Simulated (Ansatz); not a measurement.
# C₂H₈GeS₂: small, medium and large basis sets

Aim: see how fast density functionals converge with the basis set for C₂H₈GeS₂.

Program: Ansatz 0.2.0, Gaussian basis. Level of theory: one geometry, several basis sets. These are calculated values, not measurements.

Plan: PBE0-D4/def2-SVP; ωB97M-V/def2-SVP; PBE0-D4/def2-QZVPP; ωB97M-V/def2-QZVPP; the functionals' def2-TZVPP values are taken from earlier runs.

### Step 1. The relaxed structure

The geometry comes from an earlier relaxation with PBE0-D4 in a triple-zeta def2 set; it is a stationary point, not always the lowest conformer.

SMILES `C[S][GeH2][S]C`, 13 atoms, charge 0, spin multiplicity 1.

Atoms are counted from 1 here; the program's logs count them from 0.

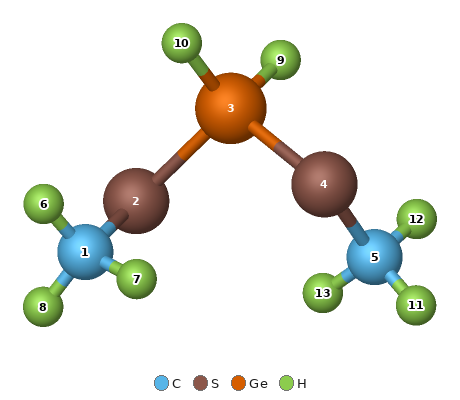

The geometry (carbon blue, sulfur brown, germanium orange, hydrogen green); atoms are numbered from 1 in the order of the file.

### Step 2. PBE0-D4 in def2-SVP

The input, in.yaml:

```yaml
crystal:
  periodic: [false, false, false]
  atoms:
    - {symbol: C, position_ang: [-1.752892, 0.338920, 1.400182]}
    - {symbol: S, position_ang: [-1.051767, 1.485821, 0.182777]}
    - {symbol: Ge, position_ang: [1.088295, 0.961636, 0.389498]}
    - {symbol: S, position_ang: [1.401910, -1.183185, -0.056333]}
    - {symbol: C, position_ang: [0.762515, -1.225887, -1.752915]}
    - {symbol: H, position_ang: [-1.475462, 0.625130, 2.414736]}
    - {symbol: H, position_ang: [-1.427650, -0.682317, 1.200482]}
    - {symbol: H, position_ang: [-2.836404, 0.395827, 1.298948]}
    - {symbol: H, position_ang: [1.825034, 1.863743, -0.614088]}
    - {symbol: H, position_ang: [1.582556, 1.151792, 1.832868]}
    - {symbol: H, position_ang: [0.729500, -2.273587, -2.050774]}
    - {symbol: H, position_ang: [1.418734, -0.683618, -2.433737]}
    - {symbol: H, position_ang: [-0.243969, -0.809174, -1.796744]}
basis:
  gaussian: {orbitals: def2-SVP}
hamiltonian: {xc: pbe0, dispersion: d4}
output: {orbitals: {seedname: orbitals}}
```

Run with:

```
ansatz run in.yaml --threads 4 --pin off --events-out ev --progress --plain --max-ram 11315MiB
```

The program printed:

```text
Functional definition: PBE0
  name "PBE0"
  cite "Adamo & Barone, J. Chem. Phys. 110, 6158 (1999) doi:10.1063/1.478522"
  cite "Perdew, Burke & Ernzerhof, Phys. Rev. Lett. 77, 3865 (1996) doi:10.1103/PhysRevLett.77.3865"
  parent pbe
  parameter a = 0.25
  parameter kappa = 0.804
  parameter beta = 0.06672455060314922
  exchange = (1 - a)*pbe_x(kappa = kappa, mu = beta*pi^2/3) + a*exact_x
  correlation = pbe_c(beta = beta)
1339 factors; integrals over basis functions are off by at most 1.4e-3 eV
mean field evaluation 1: about -80356.6724 eV, gradient 4.7e1 eV
mean field evaluation 2: about -80354.4318 eV, gradient 5.4e1 eV
mean field evaluation 4: about -80361.7695 eV, gradient 1.3e0 eV
mean field evaluation 8: about -80361.9243 eV, gradient 1.4e-1 eV
mean field evaluation 16: about -80361.9243 eV, gradient 1.9e-5 eV
mean field -80361.92428772 eV, -2953.2462463051 hartree, gradient 1.9e-5 eV, S^2 0.000000; 0 other end points of the search recorded, 0 dependent functions left out
reference -80361.92431759 eV, -2953.2462474028 hartree; 42, 42 occupied and 94, 94 virtual orbitals, 1339 factors
Total energy: -80362.23387321 eV, -2953.2576233620 hartree
```

Wall time 1.9 s (4 threads of Arm Neoverse V1, shared host).

### Step 3. ωB97M-V in def2-SVP

in.yaml: that of step 2 with these lines changed.

```diff
@@ -18,3 +18,3 @@
   gaussian: {orbitals: def2-SVP}
-hamiltonian: {xc: pbe0, dispersion: d4}
+hamiltonian: {xc: {name: wB97M-V}}
 output: {orbitals: {seedname: orbitals}}
```

Launched as before.

The program printed, shortened:

```text
Functional definition: wB97M-V
  name "wB97M-V"
  cite "Mardirossian & Head-Gordon, J. Chem. Phys. 144, 214110 (2016) doi:10.1063/1.4952647"
  cite "Becke, J. Chem. Phys. 107, 8554 (1997) doi:10.1063/1.475007"
  cite "Vydrov & Van Voorhis, J. Chem. Phys. 133, 244103 (2010) doi:10.1063/1.3521275"
  # Of w^i u^j: cxij and so on, Table III.
[...]
  gx(w, u) = 1 - cx + cx01*u + cx10*w
  gss(w, u) = css00 + css04*u^4 + css10*w + css20*w^2 + css43*w^4*u^3
  gos(w, u) = cos00 + cos10*w + (cos20 + cos21*u)*w^2 + (cos60 + cos61*u)*w^6
[...]
      + integral(e_c_pw_mod_opposite_spin*gos(b97_w_opposite, b97_u_opposite)) + vv10(b, c)
1339 factors; integrals over basis functions are off by at most 1.4e-3 eV
400 factors; integrals over basis functions are off by at most 7.3e-6 eV
[...]
mean field -80373.32450147 eV, -2953.6651964328 hartree, gradient 5.3e-5 eV, S^2 0.000000; 0 other end points of the search recorded, 0 dependent functions left out
reference -80373.32454737 eV, -2953.6651981198 hartree; 42, 42 occupied and 94, 94 virtual orbitals, 1339 factors
Total energy: -80373.32454737 eV, -2953.6651981198 hartree
```

It took 8.5 s on 4 threads of Arm Neoverse V1, shared host.

### Step 4. PBE0-D4 in def2-QZVPP

in.yaml: that of step 3 with these lines changed.

```diff
@@ -17,4 +17,4 @@
 basis:
-  gaussian: {orbitals: def2-SVP}
-hamiltonian: {xc: {name: wB97M-V}}
+  gaussian: {orbitals: "def2-QZVPP.json"}
+hamiltonian: {xc: pbe0, dispersion: d4}
 output: {orbitals: {seedname: orbitals}}
```

Launched as before.

The program printed:

```text
Functional definition: PBE0
  name "PBE0"
  cite "Adamo & Barone, J. Chem. Phys. 110, 6158 (1999) doi:10.1063/1.478522"
  cite "Perdew, Burke & Ernzerhof, Phys. Rev. Lett. 77, 3865 (1996) doi:10.1103/PhysRevLett.77.3865"
  parent pbe
  parameter a = 0.25
  parameter kappa = 0.804
  parameter beta = 0.06672455060314922
  exchange = (1 - a)*pbe_x(kappa = kappa, mu = beta*pi^2/3) + a*exact_x
  correlation = pbe_c(beta = beta)
2154 factors; their error is unknown
mean field evaluation 1: about -80372.6371 eV, gradient 6.2e1 eV
mean field evaluation 2: about -80367.7724 eV, gradient 7.3e1 eV
mean field evaluation 4: about -80380.8919 eV, gradient 2.7e0 eV
mean field evaluation 8: about -80380.9038 eV, gradient 5.8e-2 eV
mean field evaluation 16: about -80381.0665 eV, gradient 1.2e-4 eV
mean field -80381.06645121 eV, -2953.9497078382 hartree, gradient 2.0e-5 eV, S^2 0.000000; 0 other end points of the search recorded, 0 dependent functions left out
reference -80381.06649450 eV, -2953.9497094291 hartree; 42, 42 occupied and 541, 541 virtual orbitals, 2154 factors
Total energy: -80381.37605012 eV, -2953.9610853883 hartree
```

Wall time 20 s (4 threads of Arm Neoverse V1, shared host); peak memory 2.8 GiB.

### Step 5. ωB97M-V in def2-QZVPP

in.yaml: that of step 4 with these lines changed.

```diff
@@ -18,3 +18,3 @@
   gaussian: {orbitals: "def2-QZVPP.json"}
-hamiltonian: {xc: pbe0, dispersion: d4}
+hamiltonian: {xc: {name: wB97M-V}}
 output: {orbitals: {seedname: orbitals}}
```

Same command.

The program printed, shortened:

```text
Functional definition: wB97M-V
  name "wB97M-V"
  cite "Mardirossian & Head-Gordon, J. Chem. Phys. 144, 214110 (2016) doi:10.1063/1.4952647"
  cite "Becke, J. Chem. Phys. 107, 8554 (1997) doi:10.1063/1.475007"
  cite "Vydrov & Van Voorhis, J. Chem. Phys. 133, 244103 (2010) doi:10.1063/1.3521275"
  # Of w^i u^j: cxij and so on, Table III.
[...]
  gx(w, u) = 1 - cx + cx01*u + cx10*w
  gss(w, u) = css00 + css04*u^4 + css10*w + css20*w^2 + css43*w^4*u^3
  gos(w, u) = cos00 + cos10*w + (cos20 + cos21*u)*w^2 + (cos60 + cos61*u)*w^6
[...]
      + integral(e_c_pw_mod_opposite_spin*gos(b97_w_opposite, b97_u_opposite)) + vv10(b, c)
2086 factors; their error is unknown
466 factors; integrals over basis functions are off by at most 6.5e-6 eV
[...]
mean field -80392.50739159 eV, -2954.3701546424 hartree, gradient 6.7e-5 eV, S^2 0.000000; 0 other end points of the search recorded, 0 dependent functions left out
reference -80392.50746036 eV, -2954.3701571695 hartree; 42, 42 occupied and 541, 541 virtual orbitals, 2086 factors
Total energy: -80392.50746036 eV, -2954.3701571695 hartree
```

It took 35 s on 4 threads of Arm Neoverse V1, shared host; peak memory 3.3 GiB.

### Step 6. Functionals by basis

The def2-TZVPP values come from earlier runs at the same geometry.

```
functional       basis  functions  energy (eV)  from the largest (eV)  HOMO (eV)  LUMO (eV)
   PBE0-D4    def2-SVP        136  -80362.2339                 19.142      -6.78       0.24
   PBE0-D4  def2-TZVPP        306  -80379.3774                  1.999      -6.85      -0.16
   PBE0-D4  def2-QZVPP        583  -80381.3761                  0.000      -6.88      -0.31
   ωB97M-V    def2-SVP        136  -80373.3245                 19.183      -8.91       2.26
   ωB97M-V  def2-TZVPP        306  -80390.5653                  1.942      -9.02       1.70
   ωB97M-V  def2-QZVPP        583  -80392.5075                  0.000      -9.04       1.34
```

### Step 7. Summary of results

```
                                       quantity           value
PBE0-D4: double and triple zeta above quadruple  19.14, 2.00 eV
ωB97M-V: double and triple zeta above quadruple  19.18, 1.94 eV
```

In words: PBE0-D4 gains 17.14 eV from double to triple zeta, then 2.00 eV more. These are total energies; as a rule much of such shifts cancels in differences, which this series doesn't test. The LUMO of ωB97M-V is positive and keeps falling with the basis (2.26 to 1.34 eV): an unbound level that the basis holds in place.

For PBE0-D4 the largest set took about 10 times as long as the smallest (20 s against 1.9 s).
